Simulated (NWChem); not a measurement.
# MgHCl (SMILES [MgH][Cl]): wB97X/6-311++G(2d,2p)

Aim: the vertical ionisation energy of MgHCl at wB97X/6-311++G(2d,2p), from 2 runs. 

Program for the calculation: NWChem 7.3.0.

**1. The system as given**

MgHCl: 3 atoms, total charge 0, spin state singlet. As SMILES, `[MgH][Cl]`. Geometry: relaxed at PBE0-D4/def2-TZVP.

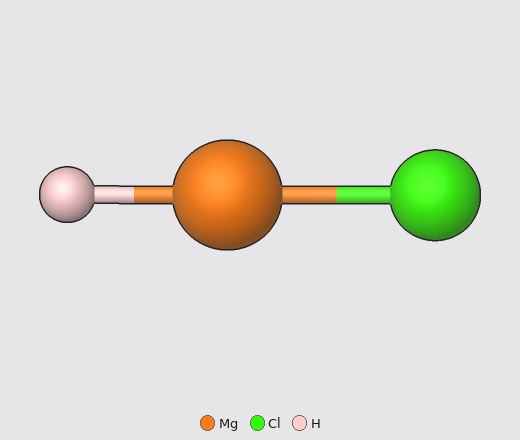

The structure, seen from a chosen angle (magnesium orange, chlorine green, hydrogen pink).

**2. A single-point energy at wB97X/6-311++G(2d,2p)**

The input, clhmg.xyz:

```xyz
3
ClHMg
Mg    -0.150000    -0.002000    -0.082600
Cl     1.766500    -0.265500     0.937500
H     -1.627500     0.202700    -0.868200
```

The input, clhmg.nw:

```
start clhmg
title "ClHMg"
memory stack 880 mb heap 220 mb global 1100 mb
geometry noautosym nocenter noautoz
 load format xyz clhmg.xyz
end
basis spherical bse
 * library "6-311++G(2d,2p)"
end
dft
 xc wb97x
 grid fine
 convergence energy 1e-08
 iterations 100
 mulliken
 noprint "final vectors analysis"
end
task dft energy
```

Launch:

```
$ nwchem clhmg.nw > clhmg.out
```

Output:

```text
[...]
          Wavefunction type:  closed shell.
          No. of atoms     :     3
          No. of electrons :    30
[...]
          Charge           :     0
          Spin multiplicity:     1
[...]
          AO basis - number of functions:    80
[...]
              XC Information
              --------------
                       wb97x  Method XC Functional
                     Hartree-Fock (Exact) Exchange  1.000
                         wb97x Exchange Functional  1.000
                      wb97x Correlation Functional  1.000
[...]
 d= 0,ls=0.0,diis     1   -660.9079457413 -7.16D+02  6.84D-03  7.84D-01     1.9
[...]
 d= 0,ls=0.0,diis     8   -660.9442877535 -2.27D-09  9.94D-07  9.23D-10    14.0
         Total DFT energy =     -660.944287753547
      One electron energy =    -1026.656343692032
           Coulomb energy =      355.415146518562
    Exchange-Corr. energy =      -45.153296425959
 Nuclear repulsion energy =       55.450205845882
[...]
      Total Density - Mulliken Population Analysis
     ---------------------------------------------
    Atom       Charge   Shell Charges
 -----------   ------   -------------------------------------------------------
    1 Mg  12    11.36   0.78  1.20  1.03  0.96  0.60  0.20  2.35  3.56  0.31  0.19  0.08 -0.01  0.01  0.06  0.06
    2 Cl  17    17.37   0.78  1.19  0.89  1.09  0.97  1.07  7.42 -1.51  1.09  3.01  1.63 -0.07 -0.19  0.00  0.01
    3 H    1     1.26   0.22  0.55  0.44  0.04  0.00  0.00
[...]
```

Wall time 15 s (1 thread of Intel Xeon 6975P-C (Granite Rapids), shared host); peak memory 0.11 GiB.

**3. The doublet cation, same level**

The input, calc.nw:

```
start calc
title "ClHMg"
memory total 2200 mb
charge 1
geometry units angstrom noautosym nocenter noautoz
   Mg      -0.150000      -0.002000      -0.082600
   Cl       1.766500      -0.265500       0.937500
   H       -1.627500       0.202700      -0.868200
end
basis spherical bse
   * library "6-311++G(2d,2p)"
end
dft
   xc wb97x
   mult 2
   grid fine
   convergence energy 1e-08
   iterations 100
   mulliken
   noprint "final vectors analysis"
end
task dft energy
```

Launch:

```
$ nwchem calc.nw > calc.out
```

Output:

```text
[...]
          Wavefunction type:  spin polarized.
          No. of atoms     :     3
          No. of electrons :    29
[...]
          Charge           :     1
          Spin multiplicity:     2
[...]
          AO basis - number of functions:    80
[...]
              XC Information
              --------------
                       wb97x  Method XC Functional
                     Hartree-Fock (Exact) Exchange  1.000
                         wb97x Exchange Functional  1.000
                      wb97x Correlation Functional  1.000
[...]
 d= 0,ls=0.0,diis     1   -660.2116799623 -7.16D+02  1.13D-02  1.15D+00     2.1
[...]
 d= 0,ls=0.5,diis    20   -660.5206284842 -7.17D-09  4.90D-07  5.65D-10    41.0
[...]
         Total DFT energy =     -660.520628487254
      One electron energy =    -1017.377855120290
           Coulomb energy =      346.268717460998
    Exchange-Corr. energy =      -44.861696673845
 Nuclear repulsion energy =       55.450205845882
[...]
      Total Density - Mulliken Population Analysis
     ---------------------------------------------
    Atom       Charge   Shell Charges
 -----------   ------   -------------------------------------------------------
    1 Mg  12    11.35   0.78  1.20  1.04  0.95  0.73  0.22  2.35  3.56  0.28  0.10  0.07 -0.01  0.00  0.05  0.03
    2 Cl  17    16.53   0.78  1.19  0.90  1.08  1.04  1.06  7.41 -1.51  1.06  2.85  1.01 -0.16 -0.20  0.00  0.01
    3 H    1     1.12   0.22  0.54  0.33  0.03  0.00  0.01
[...]
      <S2> =      0.7528 (Exact =     0.7500)
[...]
```

It took 44 s on 1 thread of Intel Xeon 6975P-C (Granite Rapids), shared host; peak memory 0.11 GiB.

**4. Results**

At wB97X/6-311++G(2d,2p):

```
                                          quantity          value
                       singlet MgHCl: total energy  -660.94429 Eh
                      singlet MgHCl: dipole moment         1.63 D
                      doublet cation: total energy  -660.52063 Eh
                              doublet cation: ⟨S²⟩          0.753
vertical ionisation energy (to the doublet cation)      11.528 eV
```

**Reading.** Removing an electron at fixed nuclei costs 11.53 eV (266 kcal/mol). Mulliken charges (doublet cation) run from -0.12 on H3 to +0.65 on Mg1; in a basis this large or diffuse they mean little.
